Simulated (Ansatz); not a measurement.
# C2H2OSi: geometry optimisation

Aim: relax C2H2OSi at this level.

Computed with Ansatz 0.2.0. Level: RKS B3LYP-D4/def2-TZVP.

### 1 The starting structure

SMILES `C=[Si]=C=O`, 6 atoms, charge 0, spin multiplicity 1.

Atoms are counted from 1 here; the program's logs count them from 0.

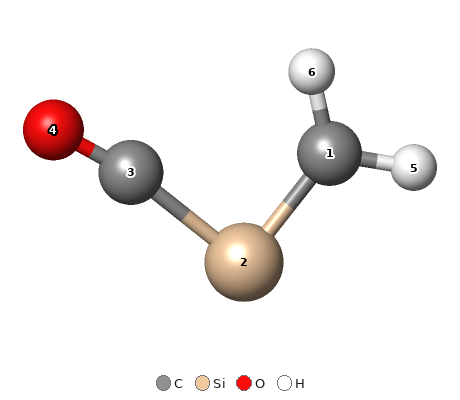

The starting geometry (carbon grey, silicon light orange, oxygen red, hydrogen white); atoms are numbered from 1 in the order of the file.

As a file:

```mol
C2H2OSi
  3D, bonds by distance, orders not assigned

  6  5  0  0  0  0  0  0  0  0999 V2000
   -0.5411    0.8910   -0.2234 C   0  0
    0.1741   -0.3562   -1.2888 Si  0  0
    0.7705   -1.2717    0.2613 C   0  0
    1.2077   -1.9582    1.0831 O   0  0
   -1.0619    1.7375   -0.7094 H   0  0
   -0.5493    0.9576    0.8772 H   0  0
  1  2  8  0
  1  5  8  0
  1  6  8  0
  2  3  8  0
  3  4  8  0
M  END
```

### 2 Relaxation

Input file input.yaml:

```yaml
crystal:
  periodic: [false, false, false]
  atoms:
    - { symbol: C, position_ang: [-0.541103, 0.891031, -0.223438] }
    - { symbol: Si, position_ang: [0.174119, -0.356247, -1.288821] }
    - { symbol: C, position_ang: [0.770472, -1.271714, 0.261285] }
    - { symbol: O, position_ang: [1.207711, -1.958216, 1.083141] }
    - { symbol: H, position_ang: [-1.061876, 1.737491, -0.709389] }
    - { symbol: H, position_ang: [-0.549322, 0.957645, 0.877231] }
basis:
  gaussian: { orbitals: def2-TZVP }
hamiltonian:
  xc: { name: B3LYP }
  dispersion: d4
output:
  forces: true
relax:
  f_tol: 0.003
  max_steps: 120
```

Started as:

```
> ansatz run input.yaml --threads 1 --pin off --max-ram 2560MiB --backend cpu --events-out ev --progress --plain --runs-dir out
```

What does the calculation give? Wanted: energy gained; root mean square move; dipole moment.

As calculated:

| quantity | value |
| --- | --- |
| energy gained | 0.0474 eV |
| root mean square move | 0.045 Å |
| dipole moment | 0.74 D |

Bond lengths: C1–Si2 1.766 Å, C1–H5 1.088 Å, C1–H6 1.083 Å, Si2–C3 1.921 Å, C3–O4 1.135 Å. Angles: Si2–C1–H5 117.7°, Si2–C1–H6 129.9°, H5–C1–H6 112.5°, C1–Si2–C3 86.9°, Si2–C3–O4 173.0°. No frequencies were computed here.
